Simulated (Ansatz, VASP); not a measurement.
# PbS (Galena) in two plane-wave programs, part 2 of 2

One calculation is typed for both programs; each brings its own data sets. How far apart do they land? The cell is taken from a series of VASP runs on this material, whose earlier steps may have relaxed, scaled or displaced it; both programs get it as it stands. Other levels of theory on this material are compared in a session of their own. Valence electrons are named where the data sets of a main pair hold unlike numbers.

VASP 6.6.1 and Ansatz 0.2.0.

So far. Step 2 (VASP: band structure, PBE): The run ends at a pressure of 1.85 GPa.

## 5. VASP: band structure, r2SCAN, spin-orbit coupling

Level of this step: r2SCAN, spin-orbit coupling; plane waves and PAW (Pb_d, S) (VASP).

Levels along a path test the potential and the projectors away from the mesh points.

INCAR

```
SYSTEM = PbS
PREC = Accurate
ENCUT = 350
EDIFF = 1E-06
NELM = 100
ISMEAR = 0
SIGMA = 0.03
LREAL = .FALSE.
ALGO = Normal
METAGGA = R2SCAN
LASPH = .TRUE.
LNONCOLLINEAR = .TRUE.
MAGMOM = 0 0 0 0 0 0
NBANDS = 32
GGA_COMPAT = .FALSE.
LSORBIT = .TRUE.
LORBIT = 11
LWAVE = .FALSE.
LCHARG = .FALSE.
KPAR = 4
```

POSCAR

```
PbS
1.0
    0.0000000000      2.9657500000      2.9657500000
    2.9657500000      0.0000000000      2.9657500000
    2.9657500000      2.9657500000      0.0000000000
Pb S
1 1
Direct
    0.0000000000      0.0000000000      0.0000000000
    0.5000000000      0.5000000000      0.5000000000
```

KPOINTS

```
Automatic mesh
0
Gamma
6 6 6
0 0 0
```

KPOINTS_OPT

```
Line mode
10
Line-mode
Reciprocal
  0.00000000   0.00000000   0.00000000 GAMMA
  0.50000000   0.00000000   0.50000000 X

  0.50000000   0.00000000   0.50000000 X
  0.50000000   0.25000000   0.75000000 W

  0.50000000   0.25000000   0.75000000 W
  0.37500000   0.37500000   0.75000000 K

  0.37500000   0.37500000   0.75000000 K
  0.00000000   0.00000000   0.00000000 GAMMA

  0.00000000   0.00000000   0.00000000 GAMMA
  0.50000000   0.50000000   0.50000000 L

  0.50000000   0.50000000   0.50000000 L
  0.62500000   0.25000000   0.62500000 U

  0.62500000   0.25000000   0.62500000 U
  0.50000000   0.25000000   0.75000000 W

  0.50000000   0.25000000   0.75000000 W
  0.50000000   0.50000000   0.50000000 L

  0.50000000   0.50000000   0.50000000 L
  0.37500000   0.37500000   0.75000000 K

  0.62500000   0.25000000   0.62500000 U
  0.50000000   0.00000000   0.50000000 X
```

The projector-augmented-wave data sets are Pb_d and S (PBE family, release 64).

On the command line:

```sh
$ mpirun -np 4 vasp_ncl
```

Numbers of over 12 decimals in the logs are rounded to 6 here.

Log:

```text
[banner, memory and clock lines left out]
running    4 mpi-ranks, on    1 nodes
[...]
|                                                                             |
|               ----> ADVICE to this user running VASP <----                  |
|                                                                             |
|     You enforced a specific xc type in the INCAR file but a different       |
|     [... a line on the potential file left out ...]
|     I HOPE YOU KNOW WHAT YOU ARE DOING!                                     |
|                                                                             |

 LDA part: xc-table for (None), standard interpolation
 POSCAR, INCAR and KPOINTS ok, starting setup
[...]
entering main loop
       N       E                     dE             d eps       ncg     rms          rms(c)
DAV:   1     0.130114729128E+03    0.13011E+03   -0.74969E+03  1024   0.102E+03
DAV:   2    -0.517759568328E+02   -0.18189E+03   -0.17348E+03  1104   0.331E+02
[...]
DAV:  14    -0.659616886879E+02   -0.50178E-06   -0.24905E-06  1208   0.216E-02
   1 F= -.65961689E+02 E0= -.65961689E+02  d E =-.282184E-10  mag=     0.0000     0.0000    -0.0000
 Start KPOINTS_OPT (optional k-point list driver)
k-point batch [1-16\100]
       N       E                     dE             ncg
DAV:   1     0.129631919674E+04   -0.43100E+04     1032
DAV:   2    -0.163496809809E+04   -0.29313E+04     1064
DAV:   3    -0.192944874710E+04   -0.29448E+03     1328
DAV:   4    -0.193977622643E+04   -0.10327E+02     1256
DAV:   5    -0.194028790819E+04   -0.51168E+00     1600
DAV:   6    -0.194029365497E+04   -0.57468E-02     1336
DAV:   7    -0.194029380069E+04   -0.14572E-03     1632
DAV:   8    -0.194029380227E+04   -0.15793E-05     1240
DAV:   9    -0.194029380233E+04   -0.60392E-07      880
[...]
k-point batch [97-100\100]
       N       E                     dE             ncg
DAV:   1     0.691599855679E+04   -0.18705E+04      256
DAV:   2     0.618213691389E+04   -0.73386E+03      264
DAV:   3     0.611389852138E+04   -0.68238E+02      344
DAV:   4     0.611158450682E+04   -0.23140E+01      320
DAV:   5     0.611148529114E+04   -0.99216E-01      400
DAV:   6     0.611148381460E+04   -0.14765E-02      352
DAV:   7     0.611148378371E+04   -0.30885E-04      400
DAV:   8     0.611148378329E+04   -0.42620E-06      328
```

OUTCAR, selected parts (step 5):

```text
  Total        0.2458561      0.2458561      0.2458561     -0.0000000      0.0000000      0.0000000
  in kB        7.5501919      7.5501919      7.5501919     -0.0000000      0.0000000      0.0000000
  external PRESSURE =       7.5501919 kB  Pullay stress =       0.0000000 kB

 POSITION                                       TOTAL-FORCE (eV/Angst)
 -----------------------------------------------------------------------------------
      0.00000      0.00000      0.00000        -0.000000      0.000000     -0.000000
      2.96575      2.96575      2.96575         0.000000     -0.000000      0.000000
 -----------------------------------------------------------------------------------
    total drift:                               -0.000000      0.000000      0.000000

  FREE ENERGIE OF THE ION-ELECTRON SYSTEM (eV)
  ---------------------------------------------------
  free  energy   TOTEN  =       -65.9616886879 eV

  energy  without entropy=      -65.9616886879  energy(sigma->0) =      -65.96168869

 magnetization (x)
# of ion       s       p       d       tot
------------------------------------------
    1        0.000   0.000   0.000   0.000
    2       -0.000  -0.000   0.000  -0.000
--------------------------------------------------
tot         -0.000  -0.000   0.000  -0.000

 magnetization (y)
# of ion       s       p       d       tot
------------------------------------------
    1        0.000   0.000  -0.000   0.000
    2       -0.000   0.000   0.000   0.000
--------------------------------------------------
tot          0.000   0.000  -0.000   0.000

 magnetization (z)
# of ion       s       p       d       tot
------------------------------------------
    1        0.000  -0.000   0.000   0.000
    2        0.000  -0.000   0.000   0.000
--------------------------------------------------
tot          0.000  -0.000   0.000   0.000

[... 1 part as in an earlier step ...]

[... 2 further parts left out ...]
[key lines of the parts left out:]
E-fermi :   5.8123
```

VASP adds spin-orbit coupling inside the spheres on scalar-relativistic partial waves, which describe the 6p1/2 states imperfectly, so such gaps can be off by a tenth of an eV or more.

## 6. Ansatz: band structure, r2SCAN, spin-orbit coupling

The same cell, functional, mesh and smearing now go to Ansatz, which takes its cutoff from its data sets.

The cell is taken from a series of VASP runs on this material, whose earlier steps may have relaxed, scaled or displaced it; both programs get it as it stands.

input.yaml

```yaml
crystal:
  lattice:
    - [0.0, 2.96575, 2.96575]
    - [2.96575, 0.0, 2.96575]
    - [2.96575, 2.96575, 0.0]
  atoms:
    - { symbol: Pb, position: [0.0, 0.0, 0.0] }
    - { symbol: S, position: [0.5, 0.5, 0.5] }
hamiltonian:
  xc: r2scan
  pseudopotentials: { kind: paw_fr }
magnetization:
  noncollinear: true
  spin_orbit: true
kpoints:
  mp_grid: { grid: [6, 6, 6] }
  band_path:
    path:
      - [0.0, 0.0, 0.0]
      - [0.16667, 0.0, 0.16667]
      - [0.33333, 0.0, 0.33333]
      - [0.5, 0.0, 0.5]
      - [0.5, 0.08333, 0.58333]
      - [0.5, 0.19444, 0.69444]
      - [0.5, 0.25, 0.75]
      - [0.45833, 0.29167, 0.75]
      - [0.40278, 0.34722, 0.75]
      - [0.375, 0.375, 0.75]
      - [0.20833, 0.20833, 0.41667]
      - [0.08333, 0.08333, 0.16667]
      - [0.0, 0.0, 0.0]
      - [0.22222, 0.22222, 0.22222]
      - [0.38889, 0.38889, 0.38889]
      - [0.5, 0.5, 0.5]
      - [0.51389, 0.47222, 0.51389]
      - [0.55556, 0.38889, 0.55556]
      - [0.61111, 0.27778, 0.61111]
      - [0.61111, 0.25, 0.63889]
      - [0.56944, 0.25, 0.68056]
      - [0.51389, 0.25, 0.73611]
      - [0.5, 0.27778, 0.72222]
      - [0.5, 0.38889, 0.61111]
      - [0.5, 0.47222, 0.52778]
      - [0.48611, 0.48611, 0.52778]
      - [0.43056, 0.43056, 0.63889]
      - [0.38889, 0.38889, 0.72222]
      - [0.59722, 0.19444, 0.59722]
      - [0.55556, 0.11111, 0.55556]
      - [0.5, 0.0, 0.5]
    npoints: 1
scf:
  occupations: { method: gaussian, width: 0.03 }
  n_extra_bands: 14
output:
  forces: true
  stress: true
  eigenvalues: true
```

On the command line:

```sh
$ ansatz run input.yaml --threads 2 --pin off --max-ram 4608MiB --backend cpu --events-out ev --progress --plain --runs-dir out
```

Log:

```text
[...]
non-collinear run that drives no moment, with spin-orbit: no starting moment large enough to seed its density (crystal.atoms[].spin), no starting occupations that ask for one, no magnetisation constraint and no magnetic field, so the semilocal B_xc is pinned to zero
Crystal: 2 atoms, lattice volume = 52.172 Å³
[...]
k-point 1: bands = [... 16 lower, 6.0816, 6.0816, 6.5793, 6.5793, 11.0008, 11.0008, 12.6989, 12.6989, ... 10 higher]
  k-point 2: bands = [... 16 lower, 6.2428, 6.2428, 7.5399, 7.5399, 9.4566, 9.4566, 10.8530, 10.8530, ... 10 higher]
  k-point 15: bands = [... 16 lower, 4.1182, 4.1182, 6.3701, 6.3701, 11.3794, 11.3794, 12.9133, 12.9133, ... 10 higher]
[key lines of the parts left out:]
SCF converged after 7 iterations
Magnetization: |M| = 0.0000 μB,  M = (+0.0000, +0.0000, +0.0000) μB
Free energy (F): -12794.102626 eV
Fermi energy:    8.378811 eV
P = ⅓ Tr σ = 0.9311 GPa (9.311 kbar)
```

The job ended after 24 s (2 threads of Arm Neoverse N1, shared host; peak memory 0.6 GiB; 46 s of CPU time).

## 7. Side by side

What differs besides the data sets and the points named for the pairs above, as far as they apply: spin-orbit coupling enters by fully relativistic files in Ansatz and inside the spheres in VASP; VASP keeps PBE cores, Ansatz makes them for the functional; the cutoff is 500 eV in Ansatz and 350 eV in VASP. Total energies have different zeros and are not compared.

The two programs side by side:

```tsv
quantity	Ansatz	VASP	difference
pressure (GPa)	0.93	0.76	+0.18
gap over the path points (eV)	0.115	0.247	-0.132
```

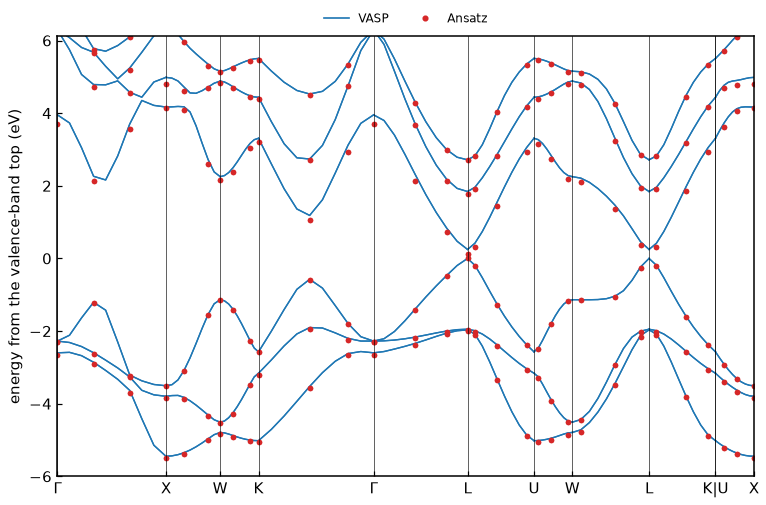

Bands from VASP (lines) and levels from Ansatz (dots). Dots without a line are higher empty bands that the VASP plot leaves out.

Levels at points of the path, from each program's valence-band top (eV; 8 filled, then empty):

```tsv
k (reciprocal lattice)	Ansatz	VASP
0.000 0.000 0.000	-6.07 -6.07 -2.66 -2.66 -2.30 -2.30 -2.30 -2.30 3.71 3.71 6.30 6.30 6.30 6.30	-6.09 -6.09 -2.60 -2.60 -2.28 -2.28 -2.28 -2.28 3.95 3.95 6.30 6.30 6.30 6.30
0.167 0.000 0.167	-6.92 -6.92 -2.91 -2.91 -2.62 -2.62 -1.23 -1.23 2.13 2.13 4.71 4.71 5.66 5.66	-6.94 -6.94 -2.86 -2.86 -2.60 -2.60 -1.21 -1.21 2.26 2.26 4.79 4.79 5.68 5.68
0.333 0.000 0.333	-7.57 -7.57 -3.70 -3.70 -3.27 -3.27 -3.23 -3.23 3.57 3.57 4.56 4.56 5.18 5.18	-7.59 -7.59 -3.63 -3.63 -3.26 -3.26 -3.21 -3.21 3.70 3.70 4.57 4.57 5.25 5.25
0.500 0.000 0.500	-7.29 -7.29 -5.49 -5.49 -3.84 -3.84 -3.52 -3.52 4.15 4.15 4.79 4.79 6.31 6.31	-7.33 -7.33 -5.45 -5.45 -3.79 -3.79 -3.51 -3.51 4.17 4.17 4.99 4.99 6.33 6.33
0.500 0.083 0.583	-7.54 -7.54 -5.39 -5.39 -3.86 -3.86 -3.11 -3.11 4.10 4.10 4.61 4.61 5.95 5.95	-7.57 -7.57 -5.35 -5.35 -3.83 -3.83 -3.09 -3.09 4.18 4.18 4.72 4.72 5.97 5.97
0.500 0.194 0.694	-8.02 -8.02 -5.01 -5.01 -4.34 -4.34 -1.56 -1.56 2.61 2.61 4.68 4.68 5.31 5.31	-8.05 -8.05 -4.97 -4.97 -4.31 -4.31 -1.54 -1.54 2.72 2.72 4.72 4.72 5.35 5.35
0.500 0.250 0.750	-8.10 -8.10 -4.85 -4.85 -4.52 -4.52 -1.15 -1.15 2.15 2.15 4.83 4.83 5.13 5.13	-8.12 -8.12 -4.79 -4.79 -4.51 -4.51 -1.14 -1.14 2.25 2.25 4.88 4.88 5.15 5.15
0.458 0.292 0.750	-8.11 -8.11 -4.92 -4.92 -4.28 -4.28 -1.42 -1.42 2.39 2.39 4.68 4.68 5.24 5.24	-8.13 -8.13 -4.88 -4.88 -4.25 -4.25 -1.40 -1.40 2.50 2.50 4.73 4.73 5.27 5.27
0.403 0.347 0.750	-8.13 -8.13 -5.04 -5.04 -3.49 -3.49 -2.28 -2.28 3.05 3.05 4.43 4.43 5.43 5.43	-8.16 -8.16 -5.00 -5.00 -3.46 -3.46 -2.26 -2.26 3.17 3.17 4.48 4.48 5.47 5.47
0.375 0.375 0.750	-8.14 -8.14 -5.06 -5.06 -3.20 -3.20 -2.59 -2.59 3.19 3.19 4.39 4.39 5.47 5.47	-8.17 -8.17 -5.02 -5.02 -3.16 -3.16 -2.57 -2.57 3.31 3.31 4.44 4.44 5.51 5.51
```

Among the levels compared at these points, filled levels agree within 68 meV and empty ones within 242 meV.

## 8. Outcome

- largest difference of a filled level at the path points (band structure, PBE): 8.7 meV
- largest difference of a filled level at the path points (band structure, r2SCAN, spin-orbit coupling): 68 meV
- difference in gap over the path points (band structure, r2SCAN, spin-orbit coupling): -0.13 eV

The difference in gap over the path points is -0.13 eV (band structure, r2SCAN, spin-orbit coupling), beyond the 0.08 eV picked in this series as the mark of a large difference. 7 further runs of this series are not shown here. How closely two codes agree says nothing of how well the functional describes the real material.

[Lines on the potential files, build, host, timing and source positions are cut from VASP's logs without a mark.]

[Logs are printed without paths, hosts, clocks, repeated set-up lines and the standing remarks that a program may print on its own settings, such as how far it seeks lower states.]

[Hosts, paths, dates, database ids (printed as entryN), source tags and the programs' standing remarks are cut or masked in the printed files.]
